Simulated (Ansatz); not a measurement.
**ZrNH2Cl2F2: molecular dynamics (part 1 of 4)**

ZrNH2Cl2F2, multiplicity 2, computed with UHF/def2-SVP (Ansatz 0.2.0).

It belongs to a series of runs on one base structure; here: dynamics from the highest image of the converged band. Figures and captions count atoms from 1; the log counts them from 0 in places.

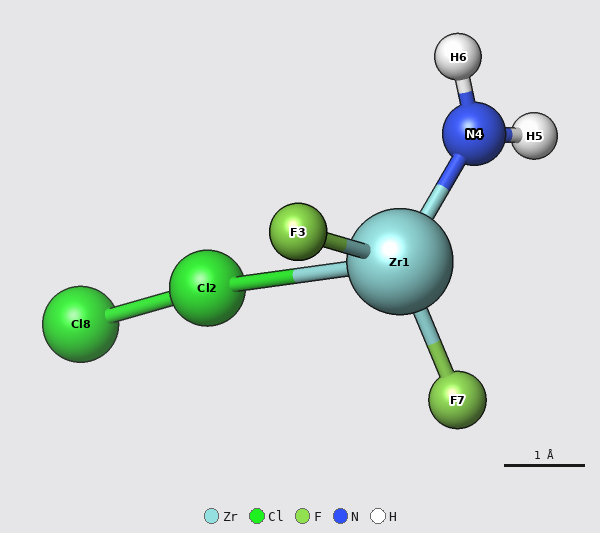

*The structure as given in the input (ball-and-stick view, seen at a tilt; atoms are numbered from 1 in the order of the input). Sticks mark near contacts.*

Bond lengths as drawn: Cl–Cl 2.06 Å, Cl–Zr 3.34 Å, F–Zr 1.93 Å, H–N 1.01 Å and N–Zr 2.04 Å.

### The input
```yaml
crystal:
  periodic: [false, false, false]
  atoms:
    - { symbol: Zr, position_ang: [0.00931, -0.008419, -0.426812] }
    - { symbol: Cl, position_ang: [-0.076118, 0.106867, 2.911328] }
    - { symbol: F, position_ang: [1.934174, 0.084089, -0.448066] }
    - { symbol: "N", position_ang: [-0.990886, 1.729773, -0.774625] }
    - { symbol: H, position_ang: [-1.985794, 1.83574, -0.887627] }
    - { symbol: H, position_ang: [-0.577934, 2.642848, -0.872191] }
    - { symbol: F, position_ang: [-1.032986, -1.629163, -0.46132] }
    - { symbol: Cl, position_ang: [0.032434, -0.101737, 4.959714] }
magnetization:
  spin_polarized: true
  initial_magnetization: 1
basis:
  gaussian: { orbitals: def2-SVP }
hamiltonian:
  xc: hf
md:
  timestep: 0.5
  n_steps: 200
  ensemble: nve
  temperature: 300.0
  initial_velocities: maxwell_boltzmann
  seed: 8714
```

Run as:
```bash
ansatz run input.yaml --threads 4 --pin off --max-ram 5120MiB --backend cpu --events-out ev --progress --plain --runs-dir out
```

### What the program printed
```
Engine: ansatz 0.2.0, aarch64-unknown-linux-gnu
Functional definition: HF
  exchange = exact_x
  correlation = 0
1237 factors; integrals over basis functions are off by at most 5.0e-4 eV
mean field evaluation 1: about -33180.8332 eV, gradient 4.0e1 eV
mean field evaluation 2: about -33180.8396 eV, gradient 4.0e1 eV
mean field evaluation 4: about -33188.2132 eV, gradient 2.9e0 eV
mean field evaluation 8: about -33188.6877 eV, gradient 4.0e-1 eV
mean field evaluation 16: about -33187.1470 eV, gradient 3.7e0 eV
mean field evaluation 32: about -33184.4986 eV, gradient 2.7e1 eV
mean field -33188.69577594 eV, -1219.6620736599 hartree, gradient 7.3e-5 eV, S^2 0.779184; 1 other end points of the search recorded, 0 dependent functions left out
the calculation of the forces begins
reference -33188.69577594 eV, -1219.6620736599 hartree; 37, 36 occupied and 82, 83 virtual orbitals, 1237 factors
md step     0: t =     0.00 fs  T =   300.0 K  F+E_penalty+E_count = -33188.69577594 eV  E_kin = 0.232668 eV  conserved = -33188.46310794 eV  (108 SCF iters)
these checks for a lower state are left out or cut short: starts, cluster_reference, orbital_swaps, neighbouring_geometries, increment
1237 factors; integrals over basis functions are off by at most 5.1e-4 eV
mean field evaluation 64: about -33188.6902 eV, gradient 8.2e-6 eV
mean field -33188.69023884 eV, -1219.6618701752 hartree, gradient 8.4e-6 eV, S^2 0.778653; 0 other end points of the search recorded, 0 dependent functions left out
the calculation of the forces begins
reference -33188.69023884 eV, -1219.6618701752 hartree; 37, 36 occupied and 82, 83 virtual orbitals, 1237 factors
md step     1: t =     0.50 fs  T =   293.1 K  F+E_penalty+E_count = -33188.69023884 eV  E_kin = 0.227340 eV  conserved = -33188.46289920 eV  (45 SCF iters)
[... from here on the SCF iterations and repeated set-up lines of each step are left out, up to the last step ...]
md step     2: t =     1.00 fs  T =   275.6 K  F+E_penalty+E_count = -33188.67624578 eV  E_kin = 0.213736 eV  conserved = -33188.46250935 eV  (45 SCF iters)
md step     3: t =     1.50 fs  T =   254.8 K  F+E_penalty+E_count = -33188.65971696 eV  E_kin = 0.197598 eV  conserved = -33188.46211899 eV  (46 SCF iters)
md step     4: t =     2.00 fs  T =   238.4 K  F+E_penalty+E_count = -33188.64673223 eV  E_kin = 0.184873 eV  conserved = -33188.46185967 eV  (46 SCF iters)
md step     5: t =     2.50 fs  T =   231.6 K  F+E_penalty+E_count = -33188.64138549 eV  E_kin = 0.179586 eV  conserved = -33188.46179992 eV  (45 SCF iters)
md step     6: t =     3.00 fs  T =   235.5 K  F+E_penalty+E_count = -33188.64462510 eV  E_kin = 0.182672 eV  conserved = -33188.46195301 eV  (46 SCF iters)
md step     7: t =     3.50 fs  T =   247.2 K  F+E_penalty+E_count = -33188.65402707 eV  E_kin = 0.191747 eV  conserved = -33188.46227995 eV  (46 SCF iters)
md step     8: t =     4.00 fs  T =   260.2 K  F+E_penalty+E_count = -33188.66446786 eV  E_kin = 0.201786 eV  conserved = -33188.46268218 eV  (46 SCF iters)
md step     9: t =     4.50 fs  T =   266.6 K  F+E_penalty+E_count = -33188.66977087 eV  E_kin = 0.206771 eV  conserved = -33188.46299958 eV  (45 SCF iters)
md step    10: t =     5.00 fs  T =   260.7 K  F+E_penalty+E_count = -33188.66526772 eV  E_kin = 0.202219 eV  conserved = -33188.46304824 eV  (45 SCF iters)
md step    11: t =     5.50 fs  T =   242.2 K  F+E_penalty+E_count = -33188.65058217 eV  E_kin = 0.187855 eV  conserved = -33188.46272749 eV  (45 SCF iters)
md step    12: t =     6.00 fs  T =   217.7 K  F+E_penalty+E_count = -33188.63097276 eV  E_kin = 0.168818 eV  conserved = -33188.46215454 eV  (45 SCF iters)
md step    13: t =     6.50 fs  T =   198.1 K  F+E_penalty+E_count = -33188.61534245 eV  E_kin = 0.153667 eV  conserved = -33188.46167553 eV  (47 SCF iters)
md step    14: t =     7.00 fs  T =   192.6 K  F+E_penalty+E_count = -33188.61098074 eV  E_kin = 0.149347 eV  conserved = -33188.46163384 eV  (46 SCF iters)
md step    15: t =     7.50 fs  T =   201.7 K  F+E_penalty+E_count = -33188.61851466 eV  E_kin = 0.156452 eV  conserved = -33188.46206281 eV  (46 SCF iters)
md step    16: t =     8.00 fs  T =   217.6 K  F+E_penalty+E_count = -33188.63142603 eV  E_kin = 0.168774 eV  conserved = -33188.46265183 eV  (45 SCF iters)
md step    17: t =     8.50 fs  T =   229.0 K  F+E_penalty+E_count = -33188.64060514 eV  E_kin = 0.177576 eV  conserved = -33188.46302943 eV  (45 SCF iters)
md step    18: t =     9.00 fs  T =   228.1 K  F+E_penalty+E_count = -33188.63994836 eV  E_kin = 0.176916 eV  conserved = -33188.46303223 eV  (44 SCF iters)
md step    19: t =     9.50 fs  T =   214.4 K  F+E_penalty+E_count = -33188.62902565 eV  E_kin = 0.166291 eV  conserved = -33188.46273433 eV  (45 SCF iters)
md step    20: t =    10.00 fs  T =   193.2 K  F+E_penalty+E_count = -33188.61216217 eV  E_kin = 0.149842 eV  conserved = -33188.46231980 eV  (45 SCF iters)
md step    21: t =    10.50 fs  T =   172.4 K  F+E_penalty+E_count = -33188.59568354 eV  E_kin = 0.133721 eV  conserved = -33188.46196234 eV  (46 SCF iters)
md step    22: t =    11.00 fs  T =   159.1 K  F+E_penalty+E_count = -33188.58516426 eV  E_kin = 0.123390 eV  conserved = -33188.46177458 eV  (46 SCF iters)
md step    23: t =    11.50 fs  T =   157.0 K  F+E_penalty+E_count = -33188.58356536 eV  E_kin = 0.121760 eV  conserved = -33188.46180499 eV  (46 SCF iters)
md step    24: t =    12.00 fs  T =   165.5 K  F+E_penalty+E_count = -33188.59040827 eV  E_kin = 0.128363 eV  conserved = -33188.46204548 eV  (46 SCF iters)
md step    25: t =    12.50 fs  T =   179.9 K  F+E_penalty+E_count = -33188.60191684 eV  E_kin = 0.139487 eV  conserved = -33188.46242972 eV  (44 SCF iters)
md step    26: t =    13.00 fs  T =   192.5 K  F+E_penalty+E_count = -33188.61214557 eV  E_kin = 0.149320 eV  conserved = -33188.46282515 eV  (44 SCF iters)
md step    27: t =    13.50 fs  T =   196.1 K  F+E_penalty+E_count = -33188.61515092 eV  E_kin = 0.152106 eV  conserved = -33188.46304519 eV  (44 SCF iters)
md step    28: t =    14.00 fs  T =   186.9 K  F+E_penalty+E_count = -33188.60790314 eV  E_kin = 0.144982 eV  conserved = -33188.46292149 eV  (45 SCF iters)
md step    29: t =    14.50 fs  T =   168.0 K  F+E_penalty+E_count = -33188.59273577 eV  E_kin = 0.130293 eV  conserved = -33188.46244275 eV  (44 SCF iters)
md step    30: t =    15.00 fs  T =   148.8 K  F+E_penalty+E_count = -33188.57727435 eV  E_kin = 0.115417 eV  conserved = -33188.46185751 eV  (46 SCF iters)
md step    31: t =    15.50 fs  T =   140.5 K  F+E_penalty+E_count = -33188.57052504 eV  E_kin = 0.108962 eV  conserved = -33188.46156347 eV  (46 SCF iters)
md step    32: t =    16.00 fs  T =   148.5 K  F+E_penalty+E_count = -33188.57694753 eV  E_kin = 0.115164 eV  conserved = -33188.46178355 eV  (46 SCF iters)
md step    33: t =    16.50 fs  T =   168.7 K  F+E_penalty+E_count = -33188.59320431 eV  E_kin = 0.130853 eV  conserved = -33188.46235143 eV  (46 SCF iters)
md step    34: t =    17.00 fs  T =   190.5 K  F+E_penalty+E_count = -33188.61058519 eV  E_kin = 0.147713 eV  conserved = -33188.46287190 eV  (45 SCF iters)
md step    35: t =    17.50 fs  T =   203.5 K  F+E_penalty+E_count = -33188.62086434 eV  E_kin = 0.157807 eV  conserved = -33188.46305734 eV  (45 SCF iters)
md step    36: t =    18.00 fs  T =   203.6 K  F+E_penalty+E_count = -33188.62076118 eV  E_kin = 0.157877 eV  conserved = -33188.46288416 eV  (45 SCF iters)
md step    37: t =    18.50 fs  T =   193.5 K  F+E_penalty+E_count = -33188.61254635 eV  E_kin = 0.150036 eV  conserved = -33188.46251028 eV  (45 SCF iters)
md step    38: t =    19.00 fs  T =   180.1 K  F+E_penalty+E_count = -33188.60178437 eV  E_kin = 0.139657 eV  conserved = -33188.46212749 eV  (44 SCF iters)
md step    39: t =    19.50 fs  T =   170.8 K  F+E_penalty+E_count = -33188.59437165 eV  E_kin = 0.132497 eV  conserved = -33188.46187448 eV  (46 SCF iters)
md step    40: t =    20.00 fs  T =   170.8 K  F+E_penalty+E_count = -33188.59427974 eV  E_kin = 0.132460 eV  conserved = -33188.46181943 eV  (45 SCF iters)
md step    41: t =    20.50 fs  T =   181.1 K  F+E_penalty+E_count = -33188.60238776 eV  E_kin = 0.140416 eV  conserved = -33188.46197218 eV  (46 SCF iters)
md step    42: t =    21.00 fs  T =   198.6 K  F+E_penalty+E_count = -33188.61629699 eV  E_kin = 0.154005 eV  conserved = -33188.46229189 eV  (46 SCF iters)
md step    43: t =    21.50 fs  T =   217.1 K  F+E_penalty+E_count = -33188.63102274 eV  E_kin = 0.168340 eV  conserved = -33188.46268244 eV  (45 SCF iters)
md step    44: t =    22.00 fs  T =   229.0 K  F+E_penalty+E_count = -33188.64059818 eV  E_kin = 0.177608 eV  conserved = -33188.46298994 eV  (45 SCF iters)
md step    45: t =    22.50 fs  T =   228.9 K  F+E_penalty+E_count = -33188.64053465 eV  E_kin = 0.177496 eV  conserved = -33188.46303847 eV  (44 SCF iters)
md step    46: t =    23.00 fs  T =   216.3 K  F+E_penalty+E_count = -33188.63048192 eV  E_kin = 0.167749 eV  conserved = -33188.46273245 eV  (148 SCF iters)
md step    47: t =    23.50 fs  T =   197.7 K  F+E_penalty+E_count = -33188.61549530 eV  E_kin = 0.153310 eV  conserved = -33188.46218529 eV  (45 SCF iters)
md step    48: t =    24.00 fs  T =   183.6 K  F+E_penalty+E_count = -33188.60410552 eV  E_kin = 0.142377 eV  conserved = -33188.46172843 eV  (46 SCF iters)
md step    49: t =    24.50 fs  T =   182.6 K  F+E_penalty+E_count = -33188.60327879 eV  E_kin = 0.141590 eV  conserved = -33188.46168859 eV  (46 SCF iters)
md step    50: t =    25.00 fs  T =   195.4 K  F+E_penalty+E_count = -33188.61361180 eV  E_kin = 0.151517 eV  conserved = -33188.46209524 eV  (45 SCF iters)
md step    51: t =    25.50 fs  T =   214.4 K  F+E_penalty+E_count = -33188.62890986 eV  E_kin = 0.166259 eV  conserved = -33188.46265098 eV  (45 SCF iters)
md step    52: t =    26.00 fs  T =   228.9 K  F+E_penalty+E_count = -33188.64055603 eV  E_kin = 0.177553 eV  conserved = -33188.46300322 eV  (45 SCF iters)
md step    53: t =    26.50 fs  T =   231.9 K  F+E_penalty+E_count = -33188.64282840 eV  E_kin = 0.179827 eV  conserved = -33188.46300116 eV  (44 SCF iters)
md step    54: t =    27.00 fs  T =   222.6 K  F+E_penalty+E_count = -33188.63537125 eV  E_kin = 0.172650 eV  conserved = -33188.46272104 eV  (46 SCF iters)
md step    55: t =    27.50 fs  T =   206.2 K  F+E_penalty+E_count = -33188.62223877 eV  E_kin = 0.159899 eV  conserved = -33188.46233954 eV  (45 SCF iters)
md step    56: t =    28.00 fs  T =   189.8 K  F+E_penalty+E_count = -33188.60925166 eV  E_kin = 0.147235 eV  conserved = -33188.46201672 eV  (46 SCF iters)
md step    57: t =    28.50 fs  T =   180.0 K  F+E_penalty+E_count = -33188.60145803 eV  E_kin = 0.139608 eV  conserved = -33188.46184960 eV  (46 SCF iters)
md step    58: t =    29.00 fs  T =   180.0 K  F+E_penalty+E_count = -33188.60151014 eV  E_kin = 0.139635 eV  conserved = -33188.46187539 eV  (46 SCF iters)
md step    59: t =    29.50 fs  T =   189.4 K  F+E_penalty+E_count = -33188.60900702 eV  E_kin = 0.146923 eV  conserved = -33188.46208437 eV  (46 SCF iters)
md step    60: t =    30.00 fs  T =   204.0 K  F+E_penalty+E_count = -33188.62064831 eV  E_kin = 0.158227 eV  conserved = -33188.46242154 eV  (46 SCF iters)
md step    61: t =    30.50 fs  T =   217.1 K  F+E_penalty+E_count = -33188.63116824 eV  E_kin = 0.168390 eV  conserved = -33188.46277830 eV  (45 SCF iters)
md step    62: t =    31.00 fs  T =   221.9 K  F+E_penalty+E_count = -33188.63512068 eV  E_kin = 0.172123 eV  conserved = -33188.46299787 eV  (46 SCF iters)
md step    63: t =    31.50 fs  T =   214.6 K  F+E_penalty+E_count = -33188.62933757 eV  E_kin = 0.166408 eV  conserved = -33188.46292985 eV  (45 SCF iters)
md step    64: t =    32.00 fs  T =   196.8 K  F+E_penalty+E_count = -33188.61514363 eV  E_kin = 0.152599 eV  conserved = -33188.46254427 eV  (45 SCF iters)
md step    65: t =    32.50 fs  T =   176.1 K  F+E_penalty+E_count = -33188.59862662 eV  E_kin = 0.136599 eV  conserved = -33188.46202740 eV  (45 SCF iters)
md step    66: t =    33.00 fs  T =   162.4 K  F+E_penalty+E_count = -33188.58768650 eV  E_kin = 0.125971 eV  conserved = -33188.46171548 eV  (45 SCF iters)
md step    67: t =    33.50 fs  T =   161.4 K  F+E_penalty+E_count = -33188.58702890 eV  E_kin = 0.125196 eV  conserved = -33188.46183261 eV  (46 SCF iters)
md step    68: t =    34.00 fs  T =   171.0 K  F+E_penalty+E_count = -33188.59489998 eV  E_kin = 0.132619 eV  conserved = -33188.46228111 eV  (46 SCF iters)
md step    69: t =    34.50 fs  T =   182.8 K  F+E_penalty+E_count = -33188.60450594 eV  E_kin = 0.141772 eV  conserved = -33188.46273422 eV  (45 SCF iters)
md step    70: t =    35.00 fs  T =   188.1 K  F+E_penalty+E_count = -33188.60881399 eV  E_kin = 0.145892 eV  conserved = -33188.46292167 eV  (44 SCF iters)
md step    71: t =    35.50 fs  T =   182.9 K  F+E_penalty+E_count = -33188.60467271 eV  E_kin = 0.141876 eV  conserved = -33188.46279689 eV  (44 SCF iters)
md step    72: t =    36.00 fs  T =   169.2 K  F+E_penalty+E_count = -33188.59370793 eV  E_kin = 0.131221 eV  conserved = -33188.46248705 eV  (44 SCF iters)
md step    73: t =    36.50 fs  T =   152.6 K  F+E_penalty+E_count = -33188.58053746 eV  E_kin = 0.118378 eV  conserved = -33188.46215911 eV  (46 SCF iters)
md step    74: t =    37.00 fs  T =   139.6 K  F+E_penalty+E_count = -33188.57022387 eV  E_kin = 0.108291 eV  conserved = -33188.46193271 eV  (45 SCF iters)
md step    75: t =    37.50 fs  T =   134.7 K  F+E_penalty+E_count = -33188.56634019 eV  E_kin = 0.104477 eV  conserved = -33188.46186348 eV  (47 SCF iters)
md step    76: t =    38.00 fs  T =   139.3 K  F+E_penalty+E_count = -33188.57000544 eV  E_kin = 0.108045 eV  conserved = -33188.46196025 eV  (46 SCF iters)
md step    77: t =    38.50 fs  T =   151.5 K  F+E_penalty+E_count = -33188.57970310 eV  E_kin = 0.117505 eV  conserved = -33188.46219824 eV  (44 SCF iters)
md step    78: t =    39.00 fs  T =   166.6 K  F+E_penalty+E_count = -33188.59170338 eV  E_kin = 0.129188 eV  conserved = -33188.46251506 eV  (44 SCF iters)
md step    79: t =    39.50 fs  T =   178.4 K  F+E_penalty+E_count = -33188.60112292 eV  E_kin = 0.138321 eV  conserved = -33188.46280165 eV  (45 SCF iters)
md step    80: t =    40.00 fs  T =   181.5 K  F+E_penalty+E_count = -33188.60369403 eV  E_kin = 0.140777 eV  conserved = -33188.46291702 eV  (45 SCF iters)
md step    81: t =    40.50 fs  T =   174.3 K  F+E_penalty+E_count = -33188.59792754 eV  E_kin = 0.135171 eV  conserved = -33188.46275641 eV  (45 SCF iters)
md step    82: t =    41.00 fs  T =   160.2 K  F+E_penalty+E_count = -33188.58658920 eV  E_kin = 0.124233 eV  conserved = -33188.46235616 eV  (45 SCF iters)
md step    83: t =    41.50 fs  T =   147.0 K  F+E_penalty+E_count = -33188.57597197 eV  E_kin = 0.114032 eV  conserved = -33188.46193963 eV  (46 SCF iters)
md step    84: t =    42.00 fs  T =   142.7 K  F+E_penalty+E_count = -33188.57244901 eV  E_kin = 0.110658 eV  conserved = -33188.46179104 eV  (45 SCF iters)
md step    85: t =    42.50 fs  T =   149.9 K  F+E_penalty+E_count = -33188.57826180 eV  E_kin = 0.116245 eV  conserved = -33188.46201708 eV  (46 SCF iters)
md step    86: t =    43.00 fs  T =   164.4 K  F+E_penalty+E_count = -33188.58996375 eV  E_kin = 0.127517 eV  conserved = -33188.46244628 eV  (46 SCF iters)
md step    87: t =    43.50 fs  T =   178.1 K  F+E_penalty+E_count = -33188.60093192 eV  E_kin = 0.138143 eV  conserved = -33188.46278858 eV  (45 SCF iters)
md step    88: t =    44.00 fs  T =   184.1 K  F+E_penalty+E_count = -33188.60568527 eV  E_kin = 0.142815 eV  conserved = -33188.46286984 eV  (45 SCF iters)
md step    89: t =    44.50 fs  T =   180.4 K  F+E_penalty+E_count = -33188.60262535 eV  E_kin = 0.139917 eV  conserved = -33188.46270805 eV  (44 SCF iters)
md step    90: t =    45.00 fs  T =   169.6 K  F+E_penalty+E_count = -33188.59394943 eV  E_kin = 0.131520 eV  conserved = -33188.46242938 eV  (46 SCF iters)
md step    91: t =    45.50 fs  T =   156.9 K  F+E_penalty+E_count = -33188.58382627 eV  E_kin = 0.121666 eV  conserved = -33188.46216042 eV  (46 SCF iters)
md step    92: t =    46.00 fs  T =   147.6 K  F+E_penalty+E_count = -33188.57642207 eV  E_kin = 0.114442 eV  conserved = -33188.46198052 eV  (46 SCF iters)
md step    93: t =    46.50 fs  T =   145.2 K  F+E_penalty+E_count = -33188.57457625 eV  E_kin = 0.112650 eV  conserved = -33188.46192657 eV  (47 SCF iters)
md step    94: t =    47.00 fs  T =   151.0 K  F+E_penalty+E_count = -33188.57914459 eV  E_kin = 0.117135 eV  conserved = -33188.46200974 eV  (46 SCF iters)
md step    95: t =    47.50 fs  T =   163.2 K  F+E_penalty+E_count = -33188.58880510 eV  E_kin = 0.126587 eV  conserved = -33188.46221760 eV  (47 SCF iters)
md step    96: t =    48.00 fs  T =   177.7 K  F+E_penalty+E_count = -33188.60029697 eV  E_kin = 0.137796 eV  conserved = -33188.46250095 eV  (46 SCF iters)
md step    97: t =    48.50 fs  T =   188.9 K  F+E_penalty+E_count = -33188.60926786 eV  E_kin = 0.146506 eV  conserved = -33188.46276159 eV  (46 SCF iters)
md step    98: t =    49.00 fs  T =   192.1 K  F+E_penalty+E_count = -33188.61185641 eV  E_kin = 0.148988 eV  conserved = -33188.46286878 eV  (46 SCF iters)
md step    99: t =    49.50 fs  T =   185.6 K  F+E_penalty+E_count = -33188.60668497 eV  E_kin = 0.143958 eV  conserved = -33188.46272650 eV  (46 SCF iters)
md step   100: t =    50.00 fs  T =   172.6 K  F+E_penalty+E_count = -33188.59620791 eV  E_kin = 0.133837 eV  conserved = -33188.46237042 eV  (45 SCF iters)
md step   101: t =    50.50 fs  T =   159.9 K  F+E_penalty+E_count = -33188.58602001 eV  E_kin = 0.124016 eV  conserved = -33188.46200358 eV  (46 SCF iters)
md step   102: t =    51.00 fs  T =   154.5 K  F+E_penalty+E_count = -33188.58173874 eV  E_kin = 0.119862 eV  conserved = -33188.46187635 eV  (45 SCF iters)
md step   103: t =    51.50 fs  T =   158.9 K  F+E_penalty+E_count = -33188.58530099 eV  E_kin = 0.123225 eV  conserved = -33188.46207594 eV  (45 SCF iters)
md step   104: t =    52.00 fs  T =   169.2 K  F+E_penalty+E_count = -33188.59368646 eV  E_kin = 0.131239 eV  conserved = -33188.46244722 eV  (45 SCF iters)
md step   105: t =    52.50 fs  T =   178.5 K  F+E_penalty+E_count = -33188.60117666 eV  E_kin = 0.138436 eV  conserved = -33188.46274079 eV  (44 SCF iters)
md step   106: t =    53.00 fs  T =   180.8 K  F+E_penalty+E_count = -33188.60306851 eV  E_kin = 0.140256 eV  conserved = -33188.46281272 eV  (46 SCF iters)
```
